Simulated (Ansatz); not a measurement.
## Electronic structure of BH$_{2}$···HCl (doublet) in real space

Input

```
crystal:
  periodic: [false, false, false]
  atoms:
    - { symbol: B, position_ang: [0.0, 0.0, 0.0] }
    - { symbol: H, position_ang: [0.0, 0.0, 1.44] }
    - { symbol: H, position_ang: [1.0305, 0.0, -0.595] }
    - { symbol: H, position_ang: [-1.0305, 0.0, -0.595] }
    - { symbol: Cl, position_ang: [0.0, 0.0, 3.11] }
magnetization:
  spin_polarized: true
  initial_magnetization: 1
basis:
  gaussian: { orbitals: def2-SVP }
hamiltonian:
  xc: b3lyp
relax:
  f_tol: 0.15
  max_steps: 25
  restrain:
    - { distance: [1, 4], at: 1.37, k: 30.0 }
    - { distance: [0, 1], at: 2.39, k: 30.0 }
output:
  orbitals: {}
```

Command:

```sh
ansatz run input.yaml --threads 1 --pin off --max-ram 2048MiB --backend cpu --events-out ev --progress --plain --runs-dir out
```

The fields are those of the run's last geometry, not of the input's.

Not at a stationary point (largest force 0.9 eV/Å).

Theory: Ansatz 0.2.0, UKS B3LYP/def2-SVP.

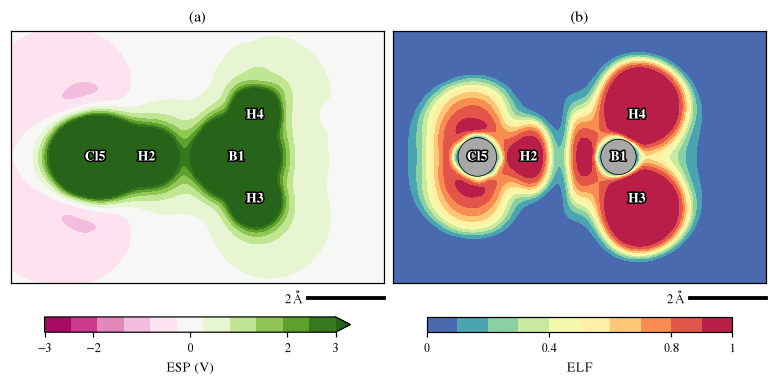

Figure 1. (a) molecular electrostatic potential; (b) ELF on the molecular plane. Grey discs cover the atomic cores in the ELF map.

Read the bonding off the picture.

Answer. The plane passes through B, H and Cl nuclei.
B1···H2 (2.38 Å): the ELF dips to about 0.20 between them.
B–H (1.20 Å): the ELF climbs to about 1 towards the hydrogen, as it does in any bond to H (a covalent bond by its length).
Cl–H (1.34 Å): the ELF climbs to about 1 towards the hydrogen.
The ELF also peaks beside Cl5, away from the bonds: non-bonding electrons, paired or unpaired.
Outside the dense part of the complex the potential is most negative (−0.9 V) near Cl5.

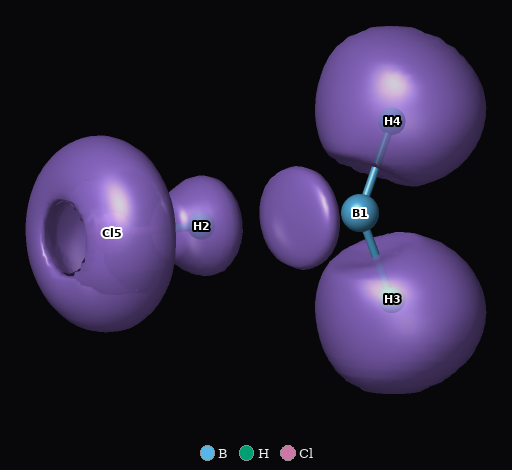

Figure 2. Isosurface of the electron localisation function at 0.85 (purple), seen at an oblique angle. Only the valence region is drawn (cores and ρ < 0.01 e/Å³ removed).

Describe the localisation domains.

Answer. The ELF exceeds this value in three regions around hydrogen nuclei, one lobe on B, pointing away from the bonds (non-bonding electrons) and one region wrapped around Cl (its lone pairs, merged into a ring or cap).

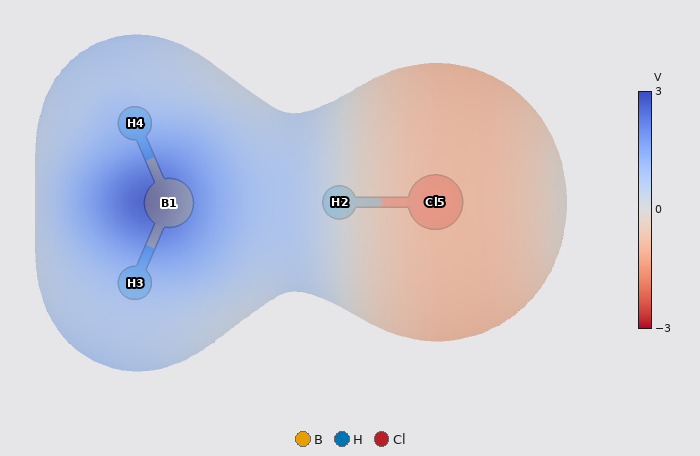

Figure 3. The electrostatic potential painted on the density surface at 0.002 e/bohr³, seen across its widest extent; the colour scale runs from red (negative) to blue (positive).

Where is the surface potential most negative and most positive?

Answer. The most negative region (about −0.9 V, or −21 kcal/mol for a unit charge) lies over Cl5, the most positive (about +2.5 V, or +58 kcal/mol for a unit charge) over B1.
